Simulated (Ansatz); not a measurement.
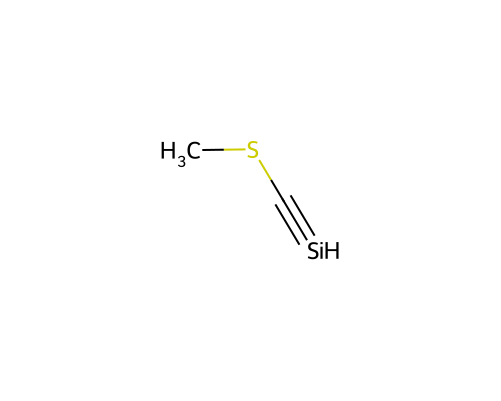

The picture comes from a calculation with Ansatz.

Skeletal drawing of a molecule.

Give its SMILES.

CSC#[SiH]

What is the molecular formula?

C2H4SSi.

An optimisation with PBE0-D4/def2-TZVP gave a structure of which point group?

C1.
